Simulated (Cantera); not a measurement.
Feed: 1 mol MgO, 3.7 mol C, 0.7 mol CO, equilibrated at 20.3 Torr.

Method: chemical equilibrium by Gibbs-energy minimisation in Cantera with the NASA 1993 tables (ideal gas, pure condensed phases). Candidate condensed phases: C, Mg, MgCO3, MgO; 15 gas species. The numbers say what is thermodynamically allowed, not how fast it happens.

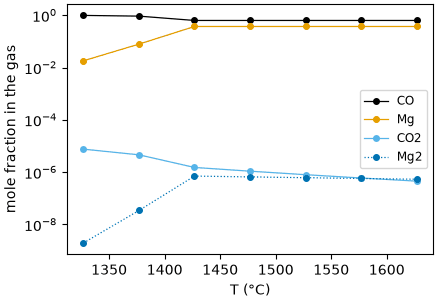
Figure: Equilibrium gas composition (values under 1e-9 drawn at 1e-9)

Read off the mole fractions at 1577 °C.

CO about 0.63, Mg about 0.37, CO2 about 6.0e-7, Mg2 about 5.7e-7.
